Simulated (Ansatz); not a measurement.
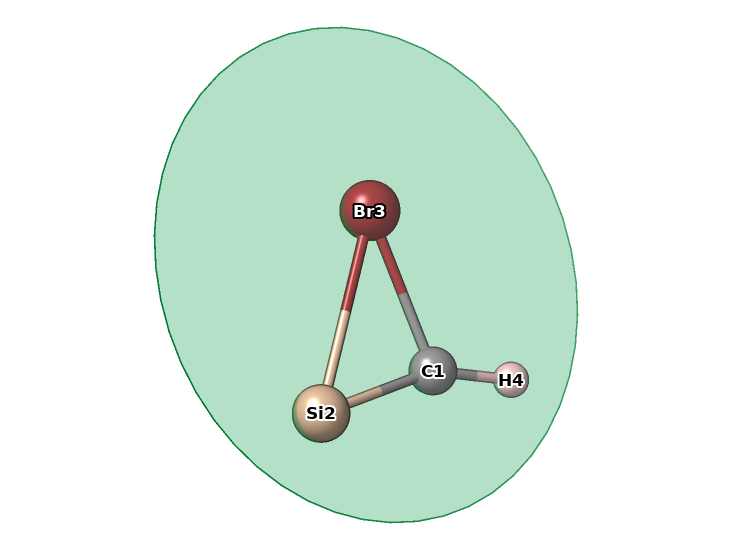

A disc through the centre of mass is drawn in. Depth is shown by fading: the farther an atom, the more it takes the colour of the background. Computed geometry: PBE0-D4/def2-TZVP optimisation. No frequency run is at hand to confirm it as a minimum.

Is the plane of the disc a mirror plane of the structure?

Answer. Yes. The reflection leaves C1, Si2, Br3, H4 in place. The point group is Cs.
